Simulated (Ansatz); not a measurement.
# Calculations on GeSiH$_{6}$ and related structures

**1. Relaxation**

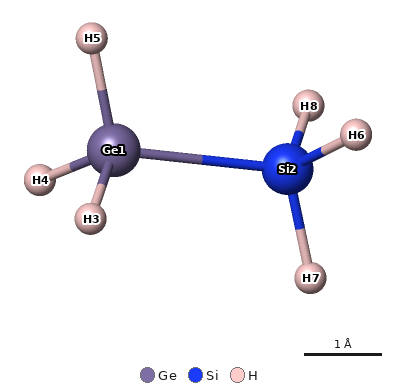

Starting structure of GeSiH6. A ball-and-stick model, seen at a tilt.

It is one of the separated reactants of a reaction.

Method: Ansatz, RKS PBE0-D4/def2-TZVP.

Input
```yaml
crystal:
  periodic: [false, false, false]
  atoms:
    - {symbol: Ge, position_ang: [-1.420903, 0.402424, 1.140076]}
    - {symbol: Si, position_ang: [0.207495, -1.325296, 0.992194]}
    - {symbol: H, position_ang: [-2.815540, -0.140499, 0.786337]}
    - {symbol: H, position_ang: [-1.097812, 1.558038, 0.176968]}
    - {symbol: H, position_ang: [-1.470363, 0.970392, 2.568379]}
    - {symbol: H, position_ang: [-0.105653, -2.388870, 1.983478]}
    - {symbol: H, position_ang: [0.209930, -1.922645, -0.368466]}
    - {symbol: H, position_ang: [1.560465, -0.782891, 1.284069]}
basis:
  gaussian: {orbitals: def2-TZVP}
hamiltonian: {xc: pbe0, dispersion: d4}
relax: {f_tol: 0.005, max_steps: 200}
```

Launched with:
```bash
ansatz run in.yaml --threads 8 --pin off --events-out ev --progress --plain --max-ram 19148MiB
```

**Where does the relaxation end?**

The largest move after the best rigid fit is that of H4, 0.037 Å. Largest moves by element: H 0.037 Å, Si 0.005 Å, Ge 0.004 Å. After 5 geometry steps the energy has fallen by less than 0.0005 eV. The largest force component goes from 0.029 to 0.0026 eV/Å.

Step by step:

```
step  E − E(0), eV  largest force component, eV/Å
   0        0.0000                         0.0287
   1       -0.0002                         0.0083
   2       -0.0004                         0.0028
   3       -0.0004                         0.0034
   4       -0.0004                         0.0042
   5       -0.0004                         0.0026
```

Final geometry:

```xyz
8

Ge   -1.4230    0.4016    1.1434
Si    0.2049   -1.3255    0.9967
H    -2.8231   -0.1445    0.8168
H    -1.1017    1.5319    0.1511
H    -1.4550    0.9974    2.5608
H    -0.1140   -2.4132    1.9587
H     0.2262   -1.8919   -0.3779
H     1.5534   -0.7852    1.3133
```

**2. Relaxation**

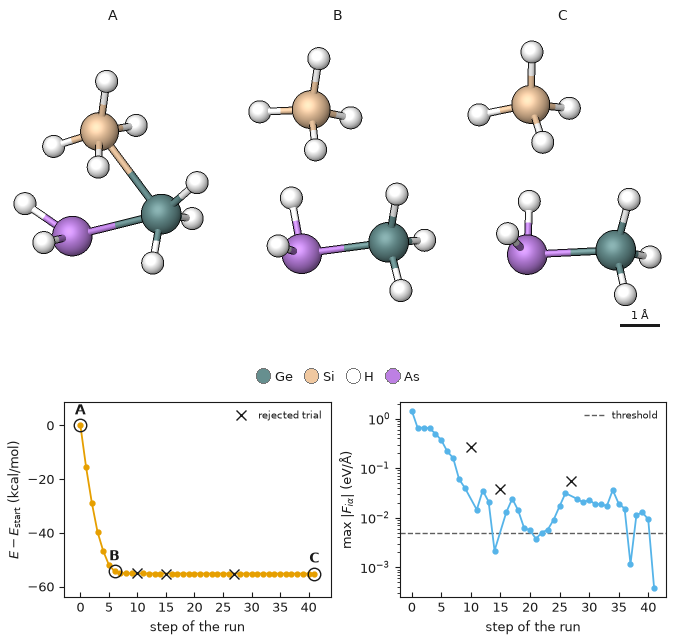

Frames of a relaxation of GeSiAsH$_{9}$ (started from a transition state, displaced along its imaginary mode), marked on the history of the run. Style: ball-and-stick. Shown at a tilt.

Method: RKS PBE0-D4/def2-TZVP in Ansatz.

Input file:
```yaml
crystal:
  periodic: [false, false, false]
  atoms:
    - {symbol: Ge, position_ang: [-1.163352, 0.776133, 0.576239]}
    - {symbol: Si, position_ang: [0.572882, -1.295249, 0.371494]}
    - {symbol: H, position_ang: [-2.525347, 0.664508, -0.170991]}
    - {symbol: H, position_ang: [-0.711336, 2.164458, 0.920991]}
    - {symbol: H, position_ang: [-1.447988, 0.127588, 1.973087]}
    - {symbol: H, position_ang: [1.231810, -1.035707, -0.890886]}
    - {symbol: As, position_ang: [0.241501, 1.143942, -1.645094]}
    - {symbol: H, position_ang: [0.865751, -2.467284, 1.257575]}
    - {symbol: H, position_ang: [-0.817451, -1.654164, -0.131844]}
    - {symbol: H, position_ang: [1.074836, -0.188446, 1.179309]}
    - {symbol: H, position_ang: [1.153481, 0.226104, -2.541552]}
    - {symbol: H, position_ang: [1.525112, 1.538218, -0.898630]}
basis:
  gaussian: {orbitals: def2-TZVP}
hamiltonian: {xc: pbe0, dispersion: d4}
relax: {f_tol: 0.005, max_steps: 200}
```

Launched with:
```bash
ansatz run in.yaml --threads 8 --pin off --events-out ev --progress --plain --max-ram 19148MiB
```

Describe the path.

H11 moves most after the best rigid fit: 1.42 Å. Largest moves by element: H 1.42 Å, Ge 1.01 Å, Si 0.89 Å, As 0.51 Å. Among the contacts that change: Ge1–Si2 2.711 → 4.497 Å, Si2–As7 3.182 → 4.244 Å, Ge1–As7 2.654 → 2.425 Å, As7–H11 1.574 → 1.523 Å. Bonds break, among them: Ge1–Si2 (2.71 → 4.50 Å). Among the angles between lasting bonds that change: Ge1–As7–H11 134.6° → 92.5°, H5–Ge1–As7 154.2° → 113.1°, H4–Ge1–As7 84.5° → 108.1°. Groups turn about Ge1–As7 by about 20°. Over 38 accepted moves (41 points after the start) the energy falls by 55.2 kcal/mol. Largest force component: 1.5 eV/Å at the start, 0.00037 eV/Å at the end. The line search rejected the trial steps at points 10, 15, 27 of the run. The forces were under the threshold at step 14, but the run went on from there. The run took 92 s on 8 threads of Arm Neoverse V2, on a shared host. From step 0 to 6: H11 moves most (1.11 Å), energy −54.3 kcal/mol. From step 6 to 41: H3 moves most (0.46 Å), energy −0.86 kcal/mol.

| step | E − E(0), kcal/mol | largest force component, eV/Å | note |
| --- | --- | --- | --- |
| 0 | 0.00 | 1.4567 |  |
| 1 | -15.57 | 0.6492 |  |
| 2 | -28.73 | 0.6643 |  |
| 3 | -39.61 | 0.6426 |  |
| 4 | -46.72 | 0.4985 |  |
| 5 | -51.93 | 0.3682 |  |
| 6 | -54.29 | 0.2198 |  |
| 7 | -54.94 | 0.1604 |  |
| 8 | -55.05 | 0.0603 |  |
| 9 | -55.09 | 0.0397 |  |
| 10 | -54.99 | 0.2703 | rejected |
| 12 | -55.12 | 0.0355 |  |
| 13 | -55.12 | 0.0211 |  |
| 15 | -55.12 | 0.0386 | rejected |
| 17 | -55.13 | 0.0243 |  |
| 18 | -55.13 | 0.0141 |  |
| 20 | -55.13 | 0.0056 |  |
| 21 | -55.13 | 0.0037 |  |
| 23 | -55.13 | 0.0057 |  |
| 25 | -55.13 | 0.0170 |  |
| 26 | -55.13 | 0.0314 |  |
| 28 | -55.14 | 0.0239 |  |
| 30 | -55.14 | 0.0230 |  |
| 31 | -55.14 | 0.0188 |  |
| 33 | -55.15 | 0.0173 |  |
| 34 | -55.15 | 0.0362 |  |
| 36 | -55.15 | 0.0154 |  |
| 38 | -55.15 | 0.0113 |  |
| 39 | -55.15 | 0.0130 |  |
| 41 | -55.15 | 0.0004 |  |

**3. Reaction**

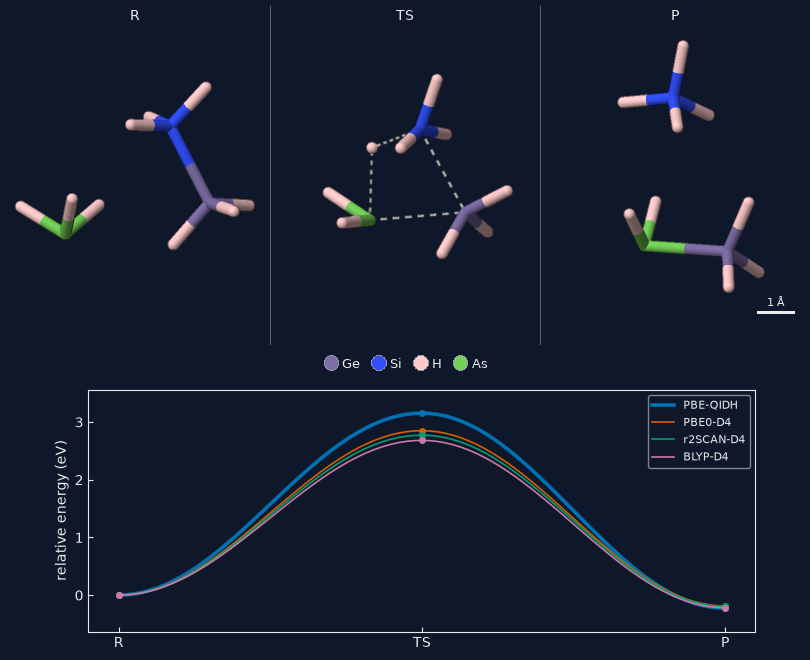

A reaction step of GeSiAsH₉, with its energy diagram. Style: stick. Shown at a tilt. Dashed sticks mark bonds that form or break.

Stationary points at PBE0-D4/def2-TZVP, single-point energies with PBE-QIDH, PBE0-D4, r2SCAN-D4, BLYP-D4 (def2-TZVPP where no basis is named; Ansatz 0.2.0). The energies are electronic, without zero-point or thermal terms, and both ends are the minima reached downhill from the saddle, with any fragments still in contact.

Question: What happens, and what does it cost?

Answer: Counted by bonded pieces, R holds AsH₃ + SiGeH₆ and P holds GeAsH₅ + SiH₄. From R over the saddle to P, bonds form: As–Ge (4.29 → 2.91 → 2.43 Å), H–Si (3.66 → 1.59 → 1.48 Å). Bonds break: Ge–Si (2.38 → 2.61 → 4.50 Å), As–H (1.52 → 2.03 → 4.01 Å). The saddle has one imaginary mode, 823i cm⁻¹. With PBE-QIDH the barrier is 3.15 eV from R and 3.38 eV from P, and P lies 0.23 eV below R.

```tsv
level	barrier from R (eV)	barrier from P (eV)	P less R (eV)
PBE-QIDH	3.15	3.38	−0.23
PBE0-D4	2.85	3.04	−0.19
r2SCAN-D4	2.77	2.97	−0.20
BLYP-D4	2.68	2.90	−0.22
```

At 1 of the 3 structures the mean-field solution behind PBE-QIDH isn't stable (a lower one of broken symmetry exists), so those energies are less reliable.

Limits of the set-up: the start holds two separate molecules, 2.9 Å apart at their closest, whose relative position is a soft coordinate.
